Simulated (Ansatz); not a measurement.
# Run report: ZnH₂ClO₂, geometry relaxation

ZnH₂ClO₂, multiplicity 2, computed with UKS B3LYP/def2-SVP (Ansatz 0.2.0).

The input holds or restrains some coordinates. It belongs to a series of runs on one base structure; here: pulled along the bonds that form and break, towards end A. Figures and captions count atoms from 1; the log counts them from 0 in places.

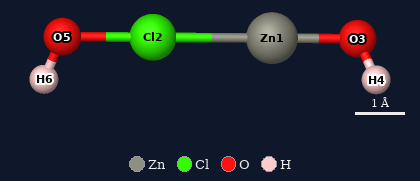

*The starting structure (ball-and-stick view, seen on its broad side; atoms are numbered from 1 in the order of the input). Sticks mark near contacts.*

Bond lengths as drawn: Cl–O 1.89 Å, Cl–Zn 2.49 Å, H–O 1.01 Å and O–Zn 1.79 Å.

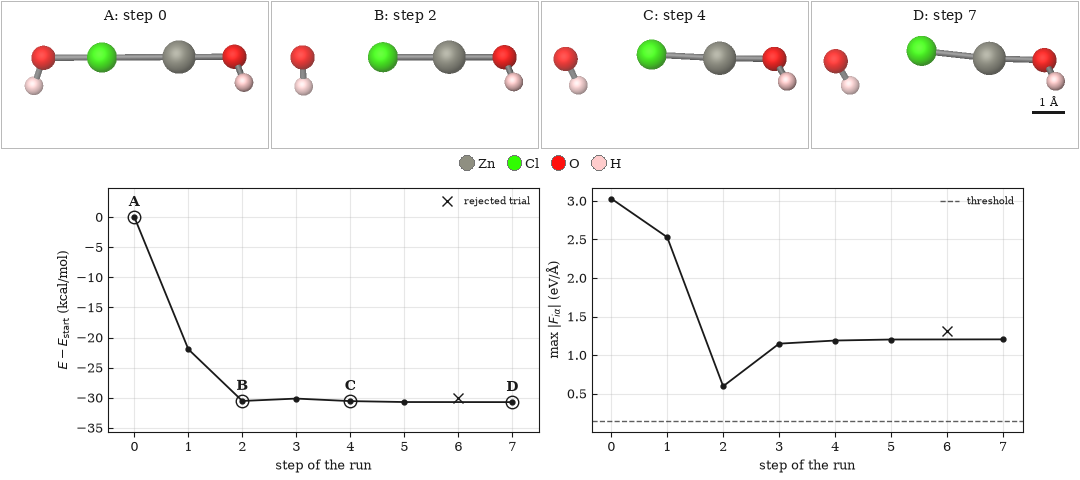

*Frames of the restrained relaxation (ball-and-stick view, seen on its broad side) above the curves, on which the letters mark them (the first geometry is step 0 here and step 1 in the log).*

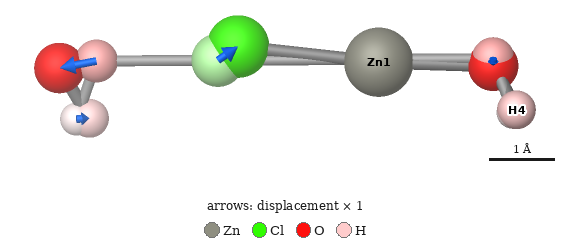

*Start (faint) and end (solid) with the displacements as blue arrows, at true length (ball-and-stick view, seen on its broad side). The two geometries are laid on each other by the best rigid fit.*

The energy falls by 30.7 kcal/mol in 7 geometry steps. The largest force component goes from 3 to 1.2 eV/Å. The line search rejected the trial step at point 6 (counted from 0) and went back. O5 moves most after the best rigid fit: 0.58 Å. By element the largest moves are O 0.58 Å, Cl 0.38 Å, H 0.20 Å, Zn 0.05 Å. Among the contacts that change: Cl2–O5 1.890 → 2.795 Å, Zn1–Cl2 2.490 → 2.204 Å, O3–H4 1.010 → 0.968 Å, O5–H6 1.010 → 0.980 Å. Bonds break: Cl2–O5 (1.89 → 2.79 Å). Among the angles that change: Cl2–Zn1–O3 180.0° → 174.2°, Zn1–O3–H4 109.5° → 114.0°. (Atoms are counted from 1 in the order of the input.)

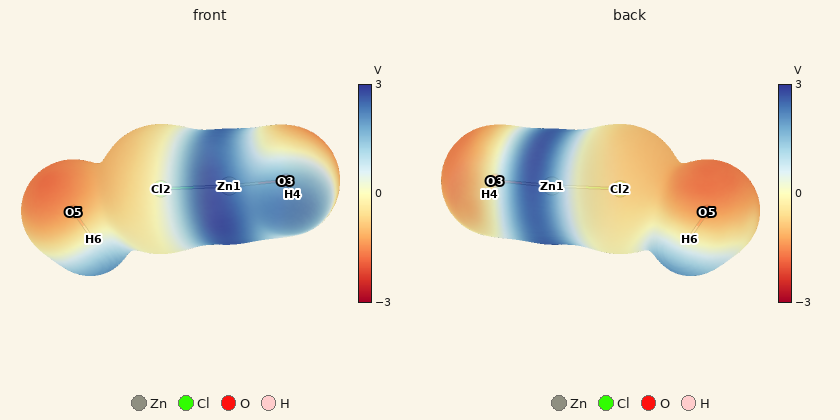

*The molecular electrostatic potential painted on the density surface at 0.002 e/bohr³, seen at a tilt and from behind; red is negative and blue positive.*

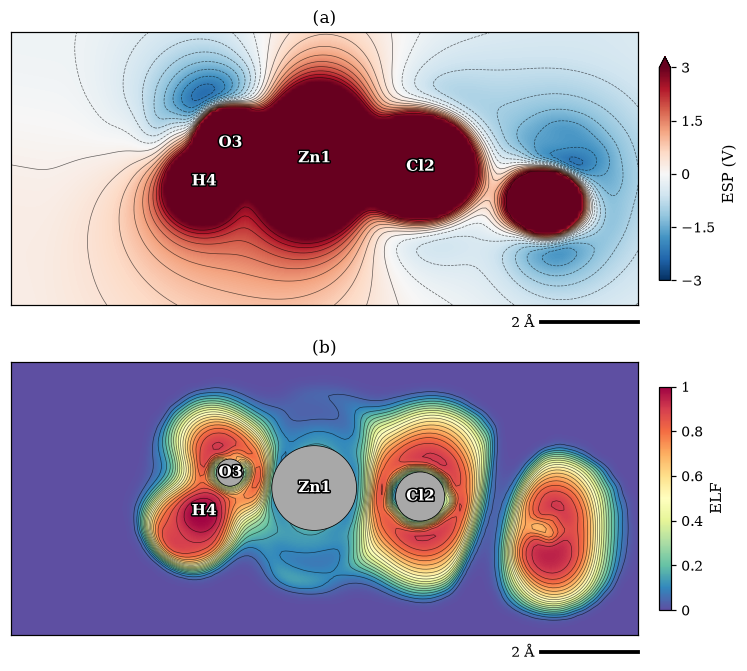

*(a) molecular electrostatic potential; (b) electron localisation function on the plane of atoms Cl2, Zn1 and O3. Grey discs, where drawn, cover atomic cores.*

Atoms in the plane: Zn, Cl, O and H. Zn–O (1.78 Å): the ELF peaks at about 0.85 in the valence shell of O, 0.6 Å from its nucleus, and is about 0.20 at the midpoint. Zn–Cl (2.20 Å): the ELF peaks at about 0.85 in the valence shell of Cl, 0.8 Å from its nucleus, and is about 0.45 at the midpoint.

The input that produced these results follows, with the program's output.

## Input
```yaml
crystal:
  periodic: [false, false, false]
  atoms:
    - { symbol: Zn, position_ang: [0.0, 0.0, 0.0] }
    - { symbol: Cl, position_ang: [0.0, 0.0, 2.49] }
    - { symbol: O, position_ang: [0.0, 0.0, -1.79] }
    - { symbol: H, position_ang: [0.2547, -0.9174, -2.1271] }
    - { symbol: O, position_ang: [0.0, 0.0, 4.38] }
    - { symbol: H, position_ang: [-0.5144, -0.8011, 4.7171] }
magnetization:
  spin_polarized: true
  initial_magnetization: 1
basis:
  gaussian: { orbitals: def2-SVP }
hamiltonian:
  xc: b3lyp
relax:
  f_tol: 0.15
  max_steps: 25
  restrain:
    - { distance: [1, 4], at: 2.79, k: 30.0 }
    - { distance: [0, 1], at: 2.24, k: 30.0 }
output:
  orbitals: {}
```

Launched with:
```bash
ansatz run input.yaml --threads 2 --pin off --max-ram 3072MiB --backend cpu --events-out ev --progress --plain --runs-dir out
```

## The program's output
```
The last accepted step is kept in [file] (removed where the run ends without a failure and the disk answers)
Engine: ansatz 0.2.0, aarch64-unknown-linux-gnu
Functional definition: B3LYP
  parameter a0 = 0.2
  parameter ax = 0.72
  parameter ac = 0.81
  exchange = (1 - a0 - ax)*slater_x + ax*b88_x + a0*exact_x
  correlation = (1 - ac)*vwn_rpa_c + ac*lyp_c
879 factors; integrals over basis functions are off by at most 2.7e-4 eV
mean field evaluation 1: about -65041.9176 eV, gradient 5.6e1 eV
mean field evaluation 2: about -64887.3883 eV, gradient 1.6e2 eV
mean field evaluation 4: about -65052.5748 eV, gradient 2.0e1 eV
mean field evaluation 8: about -65054.1802 eV, gradient 2.7e-1 eV
mean field evaluation 16: about -65054.2376 eV, gradient 6.9e-4 eV
mean field -65054.23755788 eV, -2390.6991349061 hartree, gradient 2.4e-5 eV, S^2 0.766712; 2 other end points of the search recorded, 0 dependent functions left out
the calculation of the forces begins
reference -65054.23781498 eV, -2390.6991443545 hartree; 33, 32 occupied and 54, 55 virtual orbitals, 879 factors
relax step   1: F+E_penalty+E_count = -65054.23755788 eV  Δ(F+E_penalty+E_count) = +0.000e0 eV  max|allowed force component| = 3.030e0 eV/Å  E_restraint = 13.08750000 eV  max|allowed force component, restraints' pulls added| = 3.753e1 eV/Å  Δτ_max = 0.0000 Å  (51 SCF iters, accepted)
  distance Cl 1 - O 4 = 1.8900 Å
  distance Zn 0 - Cl 1 = 2.4900 Å
these checks for a lower state are left out or cut short: starts, cluster_reference, orbital_swaps, neighbouring_geometries, increment
879 factors; integrals over basis functions are off by at most 2.8e-4 eV
mean field evaluation 32: about -65054.1375 eV, gradient 9.4e0 eV
mean field -65055.18927189 eV, -2390.7341097511 hartree, gradient 9.2e-6 eV, S^2 0.754716; 0 other end points of the search recorded, 0 dependent functions left out
the calculation of the forces begins
reference -65055.18951990 eV, -2390.7341188650 hartree; 33, 32 occupied and 54, 55 virtual orbitals, 879 factors
relax step   2: F+E_penalty+E_count = -65055.18927189 eV  Δ(F+E_penalty+E_count) = -9.517e-1 eV  max|allowed force component| = 2.529e0 eV/Å  E_restraint = 4.54154023 eV  max|allowed force component, restraints' pulls added| = 2.020e1 eV/Å  Δτ_max = 0.1923 Å  (49 SCF iters, accepted)
  distance Cl 1 - O 4 = 2.2412 Å
  distance Zn 0 - Cl 1 = 2.2804 Å
these checks for a lower state are left out or cut short: starts, cluster_reference, orbital_swaps, neighbouring_geometries, increment
880 factors; integrals over basis functions are off by at most 4.1e-4 eV
mean field -65055.56148538 eV, -2390.7477883445 hartree, gradient 3.3e-6 eV, S^2 0.752205; 0 other end points of the search recorded, 0 dependent functions left out
the calculation of the forces begins
reference -65055.56173362 eV, -2390.7477974672 hartree; 33, 32 occupied and 54, 55 virtual orbitals, 880 factors
relax step   3: F+E_penalty+E_count = -65055.56148538 eV  Δ(F+E_penalty+E_count) = -3.722e-1 eV  max|allowed force component| = 5.959e-1 eV/Å  E_restraint = 0.68250476 eV  max|allowed force component, restraints' pulls added| = 5.956e0 eV/Å  Δτ_max = 0.1949 Å  (65 SCF iters, accepted)
  distance Cl 1 - O 4 = 2.6007 Å
  distance Zn 0 - Cl 1 = 2.1416 Å
these checks for a lower state are left out or cut short: starts, cluster_reference, orbital_swaps, neighbouring_geometries, increment
880 factors; integrals over basis functions are off by at most 3.6e-4 eV
mean field evaluation 64: about -65055.5443 eV, gradient 6.3e-6 eV
mean field -65055.54432403 eV, -2390.7471576764 hartree, gradient 6.3e-6 eV, S^2 0.752094; 0 other end points of the search recorded, 0 dependent functions left out
the calculation of the forces begins
reference -65055.54457234 eV, -2390.7471668017 hartree; 33, 32 occupied and 54, 55 virtual orbitals, 880 factors
relax step   4: F+E_penalty+E_count = -65055.54432403 eV  Δ(F+E_penalty+E_count) = +1.716e-2 eV  max|allowed force component| = 1.148e0 eV/Å  E_restraint = 0.02664819 eV  max|allowed force component, restraints' pulls added| = 1.008e0 eV/Å  Δτ_max = 0.1906 Å  (60 SCF iters, accepted)
  distance Cl 1 - O 4 = 2.7857 Å
  distance Zn 0 - Cl 1 = 2.1981 Å
these checks for a lower state are left out or cut short: starts, cluster_reference, orbital_swaps, neighbouring_geometries, increment
880 factors; integrals over basis functions are off by at most 3.5e-4 eV
mean field -65055.56251274 eV, -2390.7478260993 hartree, gradient 2.2e-7 eV, S^2 0.751977; 0 other end points of the search recorded, 0 dependent functions left out
the calculation of the forces begins
reference -65055.56275692 eV, -2390.7478350726 hartree; 33, 32 occupied and 54, 55 virtual orbitals, 880 factors
relax step   5: F+E_penalty+E_count = -65055.56251274 eV  Δ(F+E_penalty+E_count) = -1.819e-2 eV  max|allowed force component| = 1.189e0 eV/Å  E_restraint = 0.02498472 eV  max|allowed force component, restraints' pulls added| = 2.837e-1 eV/Å  Δτ_max = 0.1170 Å  (99 SCF iters, accepted)
  distance Cl 1 - O 4 = 2.7861 Å
  distance Zn 0 - Cl 1 = 2.1994 Å
these checks for a lower state are left out or cut short: starts, cluster_reference, orbital_swaps, neighbouring_geometries, increment
880 factors; integrals over basis functions are off by at most 3.5e-4 eV
mean field evaluation 96: about -65055.5692 eV, gradient 8.2e-7 eV
mean field -65055.56915569 eV, -2390.7480702229 hartree, gradient 1.3e-7 eV, S^2 0.751954; 0 other end points of the search recorded, 0 dependent functions left out
the calculation of the forces begins
reference -65055.56940027 eV, -2390.7480792112 hartree; 33, 32 occupied and 54, 55 virtual orbitals, 880 factors
relax step   6: F+E_penalty+E_count = -65055.56915569 eV  Δ(F+E_penalty+E_count) = -6.643e-3 eV  max|allowed force component| = 1.202e0 eV/Å  E_restraint = 0.02082096 eV  max|allowed force component, restraints' pulls added| = 7.376e-2 eV/Å  Δτ_max = 0.0960 Å  (98 SCF iters, accepted)
  distance Cl 1 - O 4 = 2.7925 Å
  distance Zn 0 - Cl 1 = 2.2028 Å
these checks for a lower state are left out or cut short: starts, cluster_reference, orbital_swaps, neighbouring_geometries, increment
880 factors; integrals over basis functions are off by at most 3.3e-4 eV
mean field -65055.54135949 eV, -2390.7470487314 hartree, gradient 1.8e-7 eV, S^2 0.752000; 0 other end points of the search recorded, 0 dependent functions left out
the calculation of the forces begins
reference -65055.54160597 eV, -2390.7470577896 hartree; 33, 32 occupied and 54, 55 virtual orbitals, 880 factors
relax step   7: F+E_penalty+E_count = -65055.54135949 eV  Δ(F+E_penalty+E_count) = +2.780e-2 eV  max|allowed force component| = 1.311e0 eV/Å  E_restraint = 0.03168899 eV  max|allowed force component, restraints' pulls added| = 1.481e0 eV/Å  Δτ_max = 0.1951 Å  (99 SCF iters, rejected (line search))
  distance Cl 1 - O 4 = 2.8317 Å
  distance Zn 0 - Cl 1 = 2.2206 Å
these checks for a lower state are left out or cut short: starts, cluster_reference, orbital_swaps, neighbouring_geometries, increment
880 factors; integrals over basis functions are off by at most 3.5e-4 eV
mean field -65055.56976417 eV, -2390.7480925842 hartree, gradient 7.1e-6 eV, S^2 0.751957; 0 other end points of the search recorded, 0 dependent functions left out
the calculation of the forces begins
reference -65055.57000899 eV, -2390.7481015814 hartree; 33, 32 occupied and 54, 55 virtual orbitals, 880 factors
relax step   8: F+E_penalty+E_count = -65055.56976417 eV  Δ(F+E_penalty+E_count) = -6.085e-4 eV  max|allowed force component| = 1.204e0 eV/Å  E_restraint = 0.02016166 eV  max|allowed force component, restraints' pulls added| = 6.313e-2 eV/Å  Δτ_max = 0.0268 Å  (64 SCF iters, accepted)
  distance Cl 1 - O 4 = 2.7949 Å
  distance Zn 0 - Cl 1 = 2.2037 Å
880 factors; integrals over basis functions are off by at most 3.5e-4 eV
mean field evaluation 128: about -65032.3209 eV, gradient 6.7e1 eV
mean field -65055.56976417 eV, -2390.7480925842 hartree, gradient 7.1e-6 eV, S^2 0.751957; 3 other end points of the search recorded, 0 dependent functions left out
the calculation of the forces begins
reference -65055.57000899 eV, -2390.7481015814 hartree; 33, 32 occupied and 54, 55 virtual orbitals, 880 factors
Total energy: -65055.57000899 eV, -2390.7481015814 hartree
Atom 0 at     0.016270    -0.053177    -0.012950 Å, force     0.009504     0.139644     1.066016 eV/Å
Atom 1 at     0.052853     0.207739     2.174912 Å, force    -0.012127    -0.094969    -1.204095 eV/Å
Atom 2 at    -0.091706    -0.102275    -1.784828 Å, force     0.025572    -0.063131     0.001268 eV/Å
Atom 3 at     0.297782    -0.895106    -2.180399 Å, force    -0.019674     0.045991     0.011999 eV/Å
Atom 4 at     0.014104    -0.099979     4.952559 Å, force    -0.019942    -0.054730     0.104238 eV/Å
Atom 5 at    -0.549003    -0.775702     4.520706 Å, force     0.016666     0.027195     0.020574 eV/Å
Dipole moment:    -0.047648    -0.537700    -0.546564 e Å
```

## Trajectory as extended XYZ (Å, eV, eV/Å), 8 frames, from step=1 to step=8
```
6
Properties=species:S:1:pos:R:3:forces:R:3 step=1 energy=-65054.23756
Zn    0.0000    0.0000    0.0000   -0.0493  -0.0749   1.4364
Cl    0.0000    0.0000    2.4900   -0.0307  -0.0447  -3.0300
O     0.0000    0.0000   -1.7900    0.4580  -1.6432  -0.7395
H     0.2547   -0.9174   -2.1271   -0.4502   1.6397   0.5352
O     0.0000    0.0000    4.3800   -0.5805  -0.9024   2.6940
H    -0.5144   -0.8011    4.7171    0.6527   1.0255  -0.8961
6
Properties=species:S:1:pos:R:3:forces:R:3 step=2 energy=-65055.18927
Zn   -0.0008   -0.0025    0.0175   -0.0125  -0.0979   1.0916
Cl    0.0030    0.0047    2.2978    0.0136   0.0558  -2.5294
O     0.0029   -0.0104   -1.7855    0.2399  -0.8656   0.1281
H     0.2517   -0.9062   -2.1228   -0.2447   0.8953   0.2956
O     0.0038    0.0060    4.5390   -0.1921  -0.2996   1.2142
H    -0.5203   -0.8101    4.7240    0.1958   0.3120  -0.2002
6
Properties=species:S:1:pos:R:3:forces:R:3 step=3 energy=-65055.56148
Zn   -0.0005   -0.0044   -0.0086    0.0078  -0.0532   0.2504
Cl    0.0029    0.0062    2.1330   -0.0074   0.0438  -0.5959
O     0.0050   -0.0176   -1.7941    0.0444  -0.1790   0.1423
H     0.2496   -0.8984   -2.1223   -0.0474   0.1815  -0.0320
O     0.0090    0.0139    4.7337   -0.2345  -0.3675   0.2778
H    -0.5257   -0.8182    4.7283    0.2370   0.3744  -0.0427
6
Properties=species:S:1:pos:R:3:forces:R:3 step=4 energy=-65055.54432
Zn    0.0010   -0.0354   -0.0593    0.0000   0.0024   1.0810
Cl   -0.0049   -0.0049    2.1385   -0.0040   0.0138  -1.1483
O    -0.0007   -0.0197   -1.8372    0.0102  -0.0540   0.0541
H     0.2563   -0.8842   -2.1886   -0.0075   0.0349  -0.0898
O     0.0127    0.0234    4.9240   -0.6544  -1.0050  -0.1593
H    -0.5241   -0.7977    4.6926    0.6557   1.0078   0.2623
6
Properties=species:S:1:pos:R:3:forces:R:3 step=5 energy=-65055.56251
Zn    0.0022   -0.0420   -0.0208    0.0627  -0.0683   1.0610
Cl    0.0198    0.0911    2.1745   -0.0156  -0.0093  -1.1889
O    -0.0176   -0.0727   -1.7901   -0.1090   0.2837  -0.0365
H     0.2543   -0.8848   -2.2288    0.0676  -0.1900   0.0270
O    -0.0074   -0.0271    4.9580   -0.1356  -0.2156   0.0302
H    -0.5110   -0.7829    4.5773    0.1299   0.1994   0.1073
6
Properties=species:S:1:pos:R:3:forces:R:3 step=6 energy=-65055.56916
Zn    0.0217   -0.0625   -0.0129    0.0026   0.1315   1.0344
Cl    0.0486    0.1826    2.1761   -0.0043  -0.0905  -1.2021
O    -0.0770   -0.0901   -1.7864   -0.0089   0.0111   0.0527
H     0.2818   -0.8905   -2.1913    0.0152  -0.0261  -0.0152
O    -0.0011   -0.0782    4.9560   -0.0024  -0.0297   0.1219
H    -0.5338   -0.7798    4.5285   -0.0023   0.0038   0.0083
6
Properties=species:S:1:pos:R:3:forces:R:3 step=7 energy=-65055.54136 accepted=F
Zn    0.0363   -0.0649    0.0121   -0.0101   0.3021   1.0745
Cl    0.1098    0.3675    2.1890   -0.0243  -0.2325  -1.3108
O    -0.1790   -0.1702   -1.7533    0.5613  -0.7762  -0.3097
H     0.3406   -0.8938   -2.1809   -0.5258   0.7380   0.4468
O     0.0210   -0.1869    4.9644   -0.4113  -0.4381  -0.2561
H    -0.5884   -0.7701    4.4387    0.4102   0.4067   0.3553
6
Properties=species:S:1:pos:R:3:forces:R:3 step=8 energy=-65055.56976
Zn    0.0163   -0.0532   -0.0129    0.0095   0.1396   1.0660
Cl    0.0529    0.2077    2.1749   -0.0121  -0.0950  -1.2041
O    -0.0917   -0.1023   -1.7848    0.0256  -0.0631   0.0013
H     0.2978   -0.8951   -2.1804   -0.0197   0.0460   0.0120
O     0.0141   -0.1000    4.9526   -0.0199  -0.0547   0.1042
H    -0.5490   -0.7757    4.5207    0.0167   0.0272   0.0206
```

## Summary

```csv
quantity,value
outcome,converged under the restraints of the input
total energy,−65055.5700 eV
mean-field energy,−65055.5700 eV
⟨S²⟩,0.752
"largest force (length of the vector) at the end, held atoms and coordinates included",1.208 eV/Å
hardware,"2 threads of Arm Neoverse V1, 24 GiB of memory available, shared host"
wall time,65 s (CPU time 2.1 min)
peak memory,0.29 GiB
```
